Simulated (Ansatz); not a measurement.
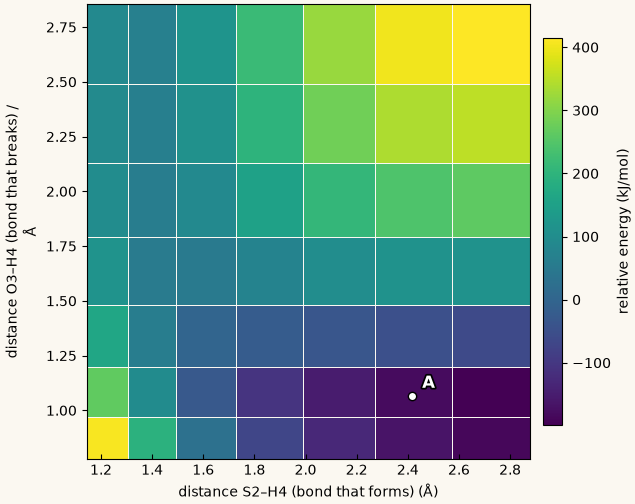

The reacting system AlH3OS. The first coordinate is: distance S2–H4 (bond that forms); the second: distance O3–H4 (bond that breaks). Relaxed at each point: all other coordinates. The grid has 7 × 7 points. Points are written as (first, second). Energies are in kJ/mol, from a guessed transition structure relaxed with its forming and breaking bonds held. Energies and slopes of some neighbouring points disagree (a jump in structure or state, or too coarse a mesh). The reference is spin-restricted, so regions where a bond is pulled apart into radicals lie too high. Method: RKS wB97X-V/def2-SVP in Ansatz 0.2.0.

In the figure: one coloured cell a grid point, the point A.

Which way does the force act at A, and how strong is it?

Answer. A, at (2.418 Å, 1.065 Å), is not a stationary point. The computed force is 75 kJ/mol for each Å towards larger values of the first coordinate and 320 kJ/mol for each Å towards smaller values of the second coordinate.
